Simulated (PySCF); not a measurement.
System: C$_{5}$H$_{8}$OSi.

| atom | x (Å) | y (Å) | z (Å) |
| --- | --- | --- | --- |
| C | 2.3820 | 0.4375 | -0.0663 |
| C | 1.0776 | 0.1602 | -0.0364 |
| C | 0.1020 | 1.2375 | 0.0052 |
| C | -1.2200 | 1.0811 | 0.0631 |
| C | -1.9780 | -0.2072 | 0.1240 |
| O | -1.2235 | -1.3575 | 0.3626 |
| Si | 0.3313 | -1.5718 | -0.0578 |
| H | 3.1223 | -0.3429 | -0.1051 |
| H | 2.7547 | 1.4518 | -0.0487 |
| H | 0.5036 | 2.2452 | -0.0219 |
| H | -1.8652 | 1.9500 | 0.0696 |
| H | -2.5318 | -0.3349 | -0.8203 |
| H | -2.7222 | -0.1435 | 0.9298 |
| H | 0.8153 | -2.4604 | 0.9889 |
| H | 0.4475 | -2.1371 | -1.4086 |

Geometry: GFN2-xTB.

The calculation used PySCF 2.14.0, PBE0/pcSseg-1, SCF density, gas phase, non-relativistic.

Question: What can the converged electron density and electron localisation function tell about the bonding?

Answer: C–C (1.33 Å): ρ at the midpoint is about 2.3 e/Å³; the ELF peaks at about 0.95 between the atoms (a multiple bond).
C–Si (1.89 Å): ρ is about 0.95 e/Å³ halfway; the ELF peaks at about 1 between the atoms: a covalent bond.
C–H (1.08 Å): ρ at the midpoint is about 2 e/Å³; the ELF climbs to about 1 towards the hydrogen, as it does in any bond to H (an ordinary covalent bond to hydrogen).
C–C (1.45 Å): ρ is about 1.8 e/Å³ halfway; the ELF peaks at about 0.95 between the atoms (a covalent bond).

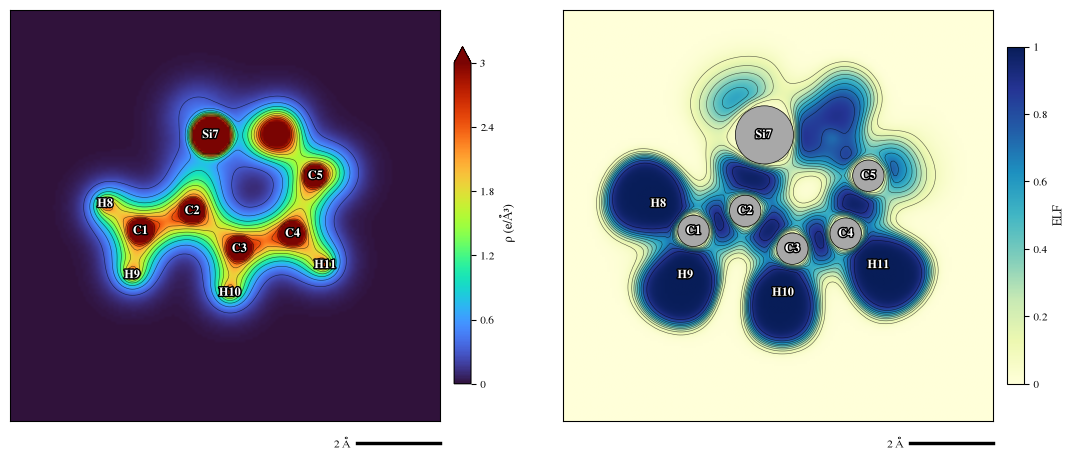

Computed electron density and electron localisation function on the plane of atoms H8, C1 and H9, in this order. Grey discs cover the atomic cores in the ELF map. 
